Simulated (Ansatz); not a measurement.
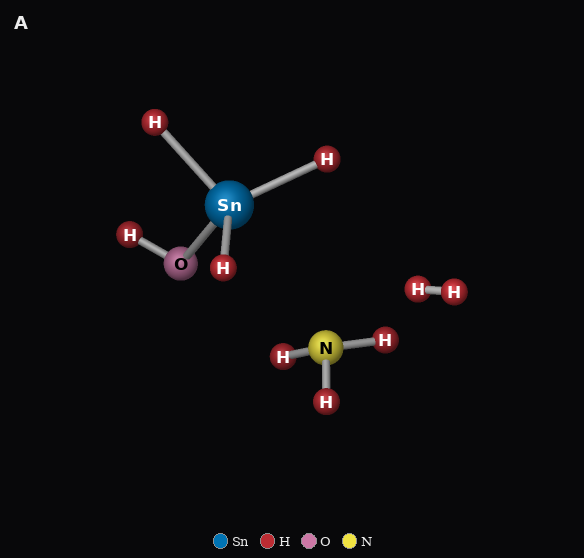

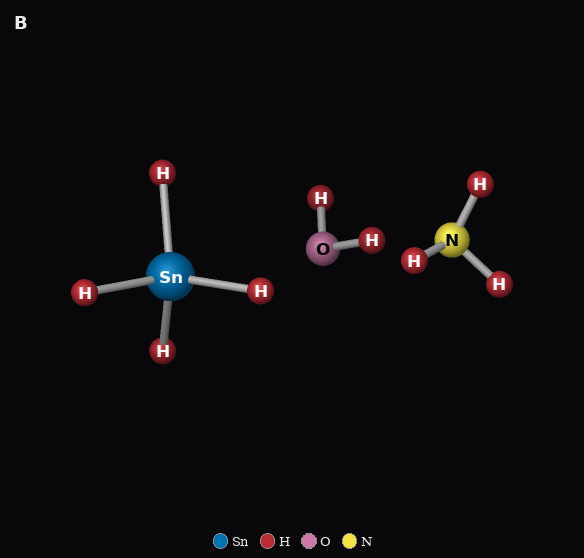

2 stationary structures of one formula. Geometries: PBE0-D4/def2-TZVP. Electronic energies: RHF-CCSD(T) (frozen core)/def2-TZVPP (Ansatz 0.2.0), without zero-point energy. No frequency run is at hand to confirm each as a minimum. Each is one conformer, not always the lowest.

Which structure is the most stable?

B is lowest (a minimum); A lies 0.247 eV above it.
